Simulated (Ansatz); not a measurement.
**AlSiH₄+ (singlet): one geometry, many settings**

Aim: run AlSiH₄+ (singlet) at one geometry under a spread of methods and options, and see what each costs and gives.

Program: Ansatz 0.2.0, Gaussian basis. Level of theory: the settings change from run to run. These are calculated values, not measurements.

15 further runs of the same task are left out: 4 that didn't finish, 11 set aside as unsound or not needed. Runs told in other sessions of the task aren't counted.

### Step 1. The geometry

The geometry is a PBE0/def2-TZVP stationary point (not a proven minimum) of the parent state, kept for this charge and spin.

6 atoms, charge 1, spin multiplicity 1.

Atoms are counted from 1 here; the program's logs count them from 0.

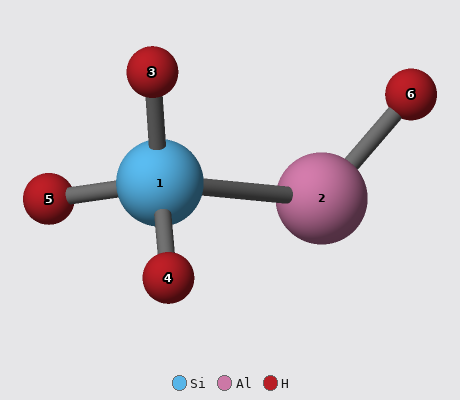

The geometry (silicon blue, aluminium pink, hydrogen red); atoms are numbered from 1 in the order of the file.

### Step 2. BCCD(T) on RHF/6-31G

in.yaml reads:

```yaml
crystal:
  periodic: [false, false, false]
  atoms:
    - {symbol: Si, position_ang: [0.000000, 0.049312, 1.158451]}
    - {symbol: Al, position_ang: [0.000000, -0.101211, -1.313837]}
    - {symbol: H, position_ang: [0.000000, 1.430438, 1.723316]}
    - {symbol: H, position_ang: [1.198904, -0.658842, 1.694066]}
    - {symbol: H, position_ang: [-1.198904, -0.658842, 1.694066]}
    - {symbol: H, position_ang: [0.000000, 1.222494, -2.220719]}
basis:
  gaussian: {orbitals: 6-31G}
total_charge: 1
magnetization: {spin_polarized: false}
correlation: {method: bccd_t, electrons: outside_noble_gas}
scf: {omitted_lower_state_checks: [cluster_reference]}
```

Launch:

```sh
$ ansatz run in.yaml --threads 1 --pin off --events-out ev --progress --plain --max-ram 2393MiB
```

Standard output, shortened:

```text
Functional definition: HF
  name "HF"
  cite "Fock, Z. Phys. 61, 126 (1930) doi:10.1007/BF01340294"
  parent pbe
[...]
406 factors; integrals over basis functions are off by at most 1.8e-4 eV
[...]
mean field -14497.53805307 eV, -532.7746966660 hartree, gradient 2.0e-6 eV, S^2 0.000000; 0 other end points of the search recorded, 0 dependent functions left out
10 core orbitals not correlated: weight in the atoms' cores, before any rotation towards them, 1.000 or more for the frozen orbitals, at most 0.000 for the correlated occupied ones
reference -14497.53805307 eV, -532.7746966660 hartree; 5, 5 occupied and 19, 19 virtual orbitals, 406 factors
second order -2.28847568 eV of doubles, -0.00000000 eV of singles
cycle   1  -2.87709733 eV  change   -5.9e-1 eV  update   7.3e-2
[...]
cycle  11  -3.19322986 eV  change    4.0e-6 eV  update   4.6e-6
perturbative correction -0.05647642 eV, -0.0020754703 hartree
Total energy: -14500.78775935 eV, -532.8941211691 hartree
Checks for a lower state left out: cluster_reference
```

Run time: 0.33 s. Hardware: 1 thread of INTEL XEON PLATINUM 8581C at 2.30GHz, shared host.

From the report: correlation -3.2497 eV; largest double amplitude 0.07.

### Step 3. MP2 on RHF/6-31G*

in.yaml: that of step 2 with these lines changed.

```diff
@@ -10,6 +10,7 @@
 basis:
-  gaussian: {orbitals: 6-31G}
+  gaussian: {orbitals: "6-31G*"}
 total_charge: 1
 magnetization: {spin_polarized: false}
-correlation: {method: bccd_t, electrons: outside_noble_gas}
-scf: {omitted_lower_state_checks: [cluster_reference]}
+hamiltonian: {pseudopotentials: {relativity: none}}
+correlation: {method: mp2, electrons: valence}
+output: {forces: true}
```

Launched as before.

Standard output, shortened:

```text
Functional definition: HF
  name "HF"
  cite "Fock, Z. Phys. 61, 126 (1930) doi:10.1007/BF01340294"
  parent pbe
[...]
458 factors; integrals over basis functions are off by at most 9.8e-4 eV
[...]
mean field -14499.09489231 eV, -532.8319094529 hartree, gradient 1.8e-6 eV, S^2 0.000000; 0 other end points of the search recorded, 0 dependent functions left out
10 core orbitals not correlated: weight in the atoms' cores, before any rotation towards them, 1.000 or more for the frozen orbitals, at most 0.000 for the correlated occupied ones
reference -14499.09489231 eV, -532.8319094529 hartree; 5, 5 occupied and 31, 31 virtual orbitals, 458 factors
second order -3.18376449 eV of doubles, -0.00000000 eV of singles
[...]
Total energy: -14502.27865680 eV, -532.9489106397 hartree
Atom 0 at     0.000000     0.049312     1.158451 Å, force     0.000000    -1.152271     1.746247 eV/Å
Atom 1 at     0.000000    -0.101211    -1.313837 Å, force    -0.000000     1.718116     0.435267 eV/Å
Atom 2 at     0.000000     1.430438     1.723316 Å, force    -0.000000     0.104695    -0.845812 eV/Å
Atom 3 at     1.198904    -0.658842     1.694066 Å, force    -0.067134     0.073931    -0.387195 eV/Å
Atom 4 at    -1.198904    -0.658842     1.694066 Å, force     0.067134     0.073931    -0.387195 eV/Å
Atom 5 at     0.000000     1.222494    -2.220719 Å, force    -0.000000    -0.818402    -0.561312 eV/Å
Dipole moment:     0.000000    -0.327113    -0.983302 e Å
```

It took 0.48 s on 1 thread of INTEL XEON PLATINUM 8581C at 2.30GHz, shared host.

### Step 4. BCCD on RHF/def2-SVP

in.yaml: that of step 3 with these lines changed.

```diff
@@ -10,7 +10,5 @@
 basis:
-  gaussian: {orbitals: "6-31G*"}
+  gaussian: {orbitals: def2-SVP, fitting: {mean_field: def2-universal-jkfit}}
 total_charge: 1
 magnetization: {spin_polarized: false}
-hamiltonian: {pseudopotentials: {relativity: none}}
-correlation: {method: mp2, electrons: valence}
-output: {forces: true}
+correlation: {method: bccd, electrons: all}
```

Same command.

Standard output, shortened:

```text
Functional definition: HF
  name "HF"
  cite "Fock, Z. Phys. 61, 126 (1930) doi:10.1007/BF01340294"
  parent pbe
[...]
328 factors; integrals over basis functions are off by at most 4.1e-1 eV
[...]
mean field -14495.28984734 eV, -532.6920766295 hartree, gradient 4.8e-7 eV, S^2 0.000000; 0 other end points of the search recorded, 0 dependent functions left out
reference -14495.28984734 eV, -532.6920766295 hartree; 15, 15 occupied and 41, 41 virtual orbitals, 328 factors
second order -4.50267938 eV of doubles, -0.00000000 eV of singles
cycle   1  -5.26484608 eV  change   -7.6e-1 eV  update   7.2e-2
[...]
cycle  10  -5.57069877 eV  change    2.3e-5 eV  update   1.8e-5
Total energy: -14500.86054611 eV, -532.8967960333 hartree
```

Run time: 0.81 s. Hardware: 1 thread of INTEL XEON PLATINUM 8581C at 2.30GHz, shared host.

From the report: correlation -5.5707 eV; largest double amplitude 0.07.

### Step 5. CCSD on UHF/cc-pVDZ

in.yaml: that of step 4 with these lines changed.

```diff
@@ -10,5 +10,5 @@
 basis:
-  gaussian: {orbitals: def2-SVP, fitting: {mean_field: def2-universal-jkfit}}
+  gaussian: {orbitals: cc-pVDZ}
 total_charge: 1
-magnetization: {spin_polarized: false}
-correlation: {method: bccd, electrons: all}
+magnetization: {spin_polarized: true, initial_magnetization: 0}
+correlation: {method: ccsd, electrons: valence}
```

The command is unchanged.

Standard output, shortened:

```text
Functional definition: HF
  name "HF"
  cite "Fock, Z. Phys. 61, 126 (1930) doi:10.1007/BF01340294"
  parent pbe
[...]
535 factors; integrals over basis functions are off by at most 1.1e-3 eV
[...]
mean field -14499.96188852 eV, -532.8637709760 hartree, gradient 2.6e-6 eV, S^2 0.000000; 3 other end points of the search recorded, 0 dependent functions left out
determinant -14499.96188852 eV, -532.8637709760 hartree, with singles and doubles -14505.13495225 eV, -533.0538775615 hartree
determinant -14497.50607978 eV, -532.7735216693 hartree, with singles and doubles -14502.37728013 eV, -532.9525349803 hartree
10 core orbitals not correlated: weight in the atoms' cores, before any rotation towards them, 1.000 or more for the frozen orbitals, at most 0.000 for the correlated occupied ones
reference -14499.96188852 eV, -532.8637709760 hartree; 5, 5 occupied and 41, 41 virtual orbitals, 535 factors
second order -4.05162455 eV of doubles, -0.00000000 eV of singles
cycle   1  -5.17294906 eV  change    1.1e-4 eV  update   5.6e-4
[...]
cycle   8  -5.17293201 eV  change    8.0e-6 eV  update   1.6e-6
Total energy: -14505.13482053 eV, -533.0538727210 hartree
```

Wall time 1.8 s (1 thread of INTEL XEON PLATINUM 8581C at 2.30GHz, shared host).

From the report: ⟨S²⟩ of the determinant 0.000 (pure singlet: 0.00); correlation -5.1729 eV; T1 0.016; largest double amplitude 0.07.

### Step 6. CASSCF(6,4)/6-31G*

in.yaml: that of step 5 with these lines changed.

```diff
@@ -10,5 +10,5 @@
 basis:
-  gaussian: {orbitals: cc-pVDZ}
+  gaussian: {orbitals: "6-31G*", point_charges: [{charge: 0.50, position_ang: [5.518, -0.720, 0.501]}]}
 total_charge: 1
-magnetization: {spin_polarized: true, initial_magnetization: 0}
-correlation: {method: ccsd, electrons: valence}
+correlation: {active_space: {window: {electrons: 6, orbitals: 4}}}
+accuracy: high
```

The command is unchanged.

Standard output:

```text
Functional definition: HF
  name "HF"
  cite "Fock, Z. Phys. 61, 126 (1930) doi:10.1007/BF01340294"
  parent pbe
  exchange = exact_x
  correlation = 0
954 factors; integrals over basis functions are off by at most 3.8e-9 eV
mean field evaluation 1: about -14496.4939 eV, gradient 1.5e1 eV
mean field evaluation 2: about -14496.5026 eV, gradient 1.5e1 eV
mean field evaluation 4: about -14497.8444 eV, gradient 1.2e0 eV
mean field evaluation 8: about -14497.8618 eV, gradient 2.1e-3 eV
mean field -14497.86178627 eV, -532.7865936418 hartree, gradient 2.9e-8 eV, S^2 0.000000; 0 other end points of the search recorded, 0 dependent functions left out
reference -14497.86178627 eV, -532.7865936418 hartree; 15, 15 occupied and 31, 31 virtual orbitals, 954 factors
state -14498.33614915 eV, -532.8040261562 hartree
Total energy: -14498.33614915 eV, -532.8040261562 hartree
```

Run time: 2 s. Hardware: 1 thread of INTEL XEON PLATINUM 8581C at 2.30GHz, shared host.

From the report: 16 determinants; active occupations 2.00, 2.00, 1.96, 0.04.

### Step 7. BCCD/cc-pVDZ

in.yaml: that of step 6 with these lines changed.

```diff
@@ -10,5 +10,7 @@
 basis:
-  gaussian: {orbitals: "6-31G*", point_charges: [{charge: 0.50, position_ang: [5.518, -0.720, 0.501]}]}
+  gaussian: {orbitals: cc-pVDZ}
 total_charge: 1
-correlation: {active_space: {window: {electrons: 6, orbitals: 4}}}
-accuracy: high
+magnetization: {spin_polarized: true, initial_magnetization: 0}
+hamiltonian: {xc: {name: PBE0}}
+correlation: {method: bccd, electrons: outside_noble_gas}
+output: {forces: true}
```

Launched as before.

Standard output, shortened:

```text
Functional definition: PBE0
  name "PBE0"
  cite "Adamo & Barone, J. Chem. Phys. 110, 6158 (1999) doi:10.1063/1.478522"
  cite "Perdew, Burke & Ernzerhof, Phys. Rev. Lett. 77, 3865 (1996) doi:10.1103/PhysRevLett.77.3865"
  parent pbe
[...]
535 factors; integrals over basis functions are off by at most 1.1e-3 eV
[...]
mean field -14523.77067202 eV, -533.7387276315 hartree, gradient 3.3e-6 eV, S^2 0.000000; 2 other end points of the search recorded, 0 dependent functions left out
10 core orbitals not correlated: weight in the atoms' cores, before any rotation towards them, 1.000 or more for the frozen orbitals, at most 0.000 for the correlated occupied ones
reference -14499.63224924 eV, -532.8516569558 hartree; 5, 5 occupied and 41, 41 virtual orbitals, 535 factors
second order -4.27337125 eV of doubles, -0.18488469 eV of singles
cycle   1  -5.14504877 eV  change   -6.9e-1 eV  update   6.7e-2
[...]
cycle  14  -5.42755282 eV  change   -2.0e-7 eV  update   2.8e-7
[...]
Total energy: -14505.05980206 eV, -533.0511158431 hartree
Atom 0 at     0.000000     0.049312     1.158451 Å, force    -0.000000    -1.079746     1.761523 eV/Å
Atom 1 at     0.000000    -0.101211    -1.313837 Å, force     0.000000     1.615037     0.214009 eV/Å
Atom 2 at     0.000000     1.430438     1.723316 Å, force    -0.000000     0.245458    -0.748312 eV/Å
Atom 3 at     1.198904    -0.658842     1.694066 Å, force     0.061566    -0.008983    -0.324036 eV/Å
Atom 4 at    -1.198904    -0.658842     1.694066 Å, force    -0.061566    -0.008983    -0.324036 eV/Å
Atom 5 at     0.000000     1.222494    -2.220719 Å, force     0.000000    -0.762783    -0.579147 eV/Å
Dipole moment:    -0.000000    -0.328918    -0.955675 e Å
```

Run time: 6.5 s. Hardware: 1 thread of INTEL XEON PLATINUM 8581C at 2.30GHz, shared host; peak memory 0.26 GiB.

From the report: ⟨S²⟩ of the determinant 0.000 (pure singlet: 0.00); correlation -5.4276 eV; largest double amplitude 0.07.

### Step 8. BCCD(T)/cc-pVDZ

in.yaml: that of step 7 with these lines changed.

```diff
@@ -14,3 +14,3 @@
 hamiltonian: {xc: {name: PBE0}}
-correlation: {method: bccd, electrons: outside_noble_gas}
+correlation: {method: bccd_t, electrons: valence}
 output: {forces: true}
```

Same command.

Standard output, shortened:

```text
Functional definition: PBE0
  name "PBE0"
  cite "Adamo & Barone, J. Chem. Phys. 110, 6158 (1999) doi:10.1063/1.478522"
  cite "Perdew, Burke & Ernzerhof, Phys. Rev. Lett. 77, 3865 (1996) doi:10.1103/PhysRevLett.77.3865"
  parent pbe
[...]
535 factors; integrals over basis functions are off by at most 1.1e-3 eV
[...]
mean field -14523.77067202 eV, -533.7387276315 hartree, gradient 3.3e-6 eV, S^2 0.000000; 2 other end points of the search recorded, 0 dependent functions left out
10 core orbitals not correlated: weight in the atoms' cores, before any rotation towards them, 1.000 or more for the frozen orbitals, at most 0.000 for the correlated occupied ones
reference -14499.63224924 eV, -532.8516569558 hartree; 5, 5 occupied and 41, 41 virtual orbitals, 535 factors
second order -4.27337125 eV of doubles, -0.18488469 eV of singles
cycle   1  -5.14504877 eV  change   -6.9e-1 eV  update   6.7e-2
[...]
cycle  14  -5.42755282 eV  change   -2.0e-7 eV  update   2.8e-7
perturbative correction -0.13108590 eV, -0.0048173181 hartree
[...]
Total energy: -14505.19088796 eV, -533.0559331612 hartree
Atom 0 at     0.000000     0.049312     1.158451 Å, force    -0.000000    -1.064300     1.711764 eV/Å
Atom 1 at     0.000000    -0.101211    -1.313837 Å, force     0.000000     1.570112     0.216612 eV/Å
Atom 2 at     0.000000     1.430438     1.723316 Å, force    -0.000000     0.275355    -0.726473 eV/Å
Atom 3 at     1.198904    -0.658842     1.694066 Å, force     0.083436    -0.025560    -0.308119 eV/Å
Atom 4 at    -1.198904    -0.658842     1.694066 Å, force    -0.083436    -0.025560    -0.308119 eV/Å
Atom 5 at     0.000000     1.222494    -2.220719 Å, force     0.000000    -0.730048    -0.585665 eV/Å
Dipole moment:    -0.000000    -0.322745    -0.941753 e Å
```

It took 7 s on 1 thread of INTEL XEON PLATINUM 8581C at 2.30GHz, shared host; peak memory 0.28 GiB.

From the report: ⟨S²⟩ of the determinant 0.000 (pure singlet: 0.00); correlation -5.5586 eV; largest double amplitude 0.07.

### Step 9. BCCD(T)/STO-3G

in.yaml: that of step 8 with these lines changed.

```diff
@@ -10,7 +10,7 @@
 basis:
-  gaussian: {orbitals: cc-pVDZ}
+  gaussian: {orbitals: STO-3G, fitting: {mean_field: def2-universal-jkfit}}
 total_charge: 1
-magnetization: {spin_polarized: true, initial_magnetization: 0}
-hamiltonian: {xc: {name: PBE0}}
-correlation: {method: bccd_t, electrons: valence}
+magnetization: {spin_polarized: false}
+hamiltonian: {xc: {name: PBE}}
+correlation: {method: bccd_t, electrons: outside_noble_gas, diis_vectors: 1}
 output: {forces: true}
```

Same command.

Standard output, shortened:

```text
Functional definition: PBE
  name "PBE"
  cite "Perdew, Burke & Ernzerhof, Phys. Rev. Lett. 77, 3865 (1996) doi:10.1103/PhysRevLett.77.3865"
  parent pbe
[...]
328 factors; integrals over basis functions are off by at most 7.5e-3 eV
[...]
mean field -14353.28371963 eV, -527.4734476912 hartree, gradient 2.2e-7 eV, S^2 0.000000; 0 other end points of the search recorded, 0 dependent functions left out
10 core orbitals not correlated: weight in the atoms' cores, before any rotation towards them, 0.999 or more for the frozen orbitals, at most 0.001 for the correlated occupied ones
reference -14332.57994908 eV, -526.7125981569 hartree; 5, 5 occupied and 7, 7 virtual orbitals, 328 factors
second order -2.04293971 eV of doubles, -0.17309726 eV of singles
cycle   1  -2.79059923 eV  change   -5.8e-1 eV  update   7.2e-2
[...]
cycle  15  -3.13828974 eV  change   -5.5e-6 eV  update   6.7e-6
perturbative correction -0.03816023 eV, -0.0014023628 hartree
[...]
Total energy: -14335.75639905 eV, -526.8293305403 hartree
Atom 0 at     0.000000     0.049312     1.158451 Å, force     0.000000    -1.379980     1.011956 eV/Å
Atom 1 at     0.000000    -0.101211    -1.313837 Å, force     0.000000     2.845402     1.368390 eV/Å
Atom 2 at     0.000000     1.430438     1.723316 Å, force    -0.000000    -0.524672    -1.071401 eV/Å
Atom 3 at     1.198904    -0.658842     1.694066 Å, force    -0.644308     0.419396    -0.625347 eV/Å
Atom 4 at    -1.198904    -0.658842     1.694066 Å, force     0.644308     0.419396    -0.625347 eV/Å
Atom 5 at     0.000000     1.222494    -2.220719 Å, force    -0.000000    -1.779543    -0.058251 eV/Å
Dipole moment:    -0.000000    -0.314957    -1.071071 e Å
```

Wall time 0.81 s (1 thread of INTEL XEON PLATINUM 8581C at 2.30GHz, shared host).

From the report: correlation -3.1764 eV; largest double amplitude 0.12.

### Step 10. CCSD on RHF/cc-pVDZ

in.yaml: that of step 9 with these lines changed.

```diff
@@ -10,7 +10,7 @@
 basis:
-  gaussian: {orbitals: STO-3G, fitting: {mean_field: def2-universal-jkfit}}
+  gaussian: {orbitals: cc-pVDZ}
 total_charge: 1
 magnetization: {spin_polarized: false}
-hamiltonian: {xc: {name: PBE}}
-correlation: {method: bccd_t, electrons: outside_noble_gas, diis_vectors: 1}
+correlation: {method: ccsd, electrons: all}
+scf: {omitted_lower_state_checks: [cluster_reference]}
 output: {forces: true}
```

Same command.

Standard output, shortened:

```text
Functional definition: HF
  name "HF"
  cite "Fock, Z. Phys. 61, 126 (1930) doi:10.1007/BF01340294"
  parent pbe
[...]
535 factors; integrals over basis functions are off by at most 1.1e-3 eV
[...]
mean field -14499.96188852 eV, -532.8637709760 hartree, gradient 3.3e-6 eV, S^2 0.000000; 0 other end points of the search recorded, 0 dependent functions left out
reference -14499.96188852 eV, -532.8637709760 hartree; 15, 15 occupied and 41, 41 virtual orbitals, 535 factors
second order -4.38490685 eV of doubles, -0.00000000 eV of singles
cycle   1  -5.15770390 eV  change   -7.7e-1 eV  update   7.4e-2
[...]
cycle  12  -5.48947271 eV  change    1.3e-6 eV  update   3.1e-6
[...]
Total energy: -14505.45136123 eV, -533.0655053772 hartree
Atom 0 at     0.000000     0.049312     1.158451 Å, force    -0.000000    -1.081604     1.718876 eV/Å
Atom 1 at     0.000000    -0.101211    -1.313837 Å, force     0.000000     1.616454     0.270553 eV/Å
Atom 2 at     0.000000     1.430438     1.723316 Å, force     0.000000     0.232630    -0.753135 eV/Å
Atom 3 at     1.198904    -0.658842     1.694066 Å, force     0.049520    -0.002677    -0.329247 eV/Å
Atom 4 at    -1.198904    -0.658842     1.694066 Å, force    -0.049520    -0.002677    -0.329247 eV/Å
Atom 5 at     0.000000     1.222494    -2.220719 Å, force    -0.000000    -0.762126    -0.577801 eV/Å
Dipole moment:     0.000000    -0.328622    -0.954411 e Å
Checks for a lower state left out: cluster_reference
```

It took 3 s on 1 thread of INTEL XEON PLATINUM 8581C at 2.30GHz, shared host.

From the report: correlation -5.4895 eV; T1 0.009; largest double amplitude 0.07.

### Step 11. All runs side by side

Where basis and cores are those of an earlier RCCSDT(Q)/cc-pVDZ run (-14505.2962 eV), and the records show the same count of frozen orbitals and kind of state, the miss against it is given; a blank cell means that this couldn't be shown.

```
                                     level         correlated  functions  energy (eV)  from RCCSDT(Q) (meV)    time
                      BCCD(T) on RHF/6-31G  outside noble gas         34  -14500.7878                        0.33 s
                         MP2 on RHF/6-31G*            valence         46  -14502.2787                        0.48 s
                      BCCD on RHF/def2-SVP                all         56  -14500.8605                        0.81 s
                       CCSD on UHF/cc-pVDZ            valence         56  -14505.1348                 161.4   1.8 s
CASSCF(6,4)/6-31G* (beside a point charge)                            46  -14498.3361                           2 s
           BCCD/cc-pVDZ (on PBE0 orbitals)  outside noble gas         56  -14505.0598                 236.4   6.5 s
        BCCD(T)/cc-pVDZ (on PBE0 orbitals)            valence         56  -14505.1909                 105.3     7 s
          BCCD(T)/STO-3G (on PBE orbitals)  outside noble gas         22  -14335.7564                        0.81 s
                       CCSD on RHF/cc-pVDZ                all         56  -14505.4514                           3 s
```

### Step 12. Outcome

```
quantity                                    value
    runs                                        9
quickest             BCCD(T) on RHF/6-31G, 0.33 s
 slowest  BCCD(T)/cc-pVDZ (on PBE0 orbitals), 7 s
```

In words: Total energies in different bases, with other cores or another treatment of relativity can't be set against each other. BCCD(T)/cc-pVDZ (on PBE0 orbitals) took 21 times as long as BCCD(T) on RHF/6-31G; the jobs differ in more than the method. Among the correlated runs with a miss given, it spans +105 to +236 meV. Cores frozen from Kohn-Sham orbitals shift the total energy.
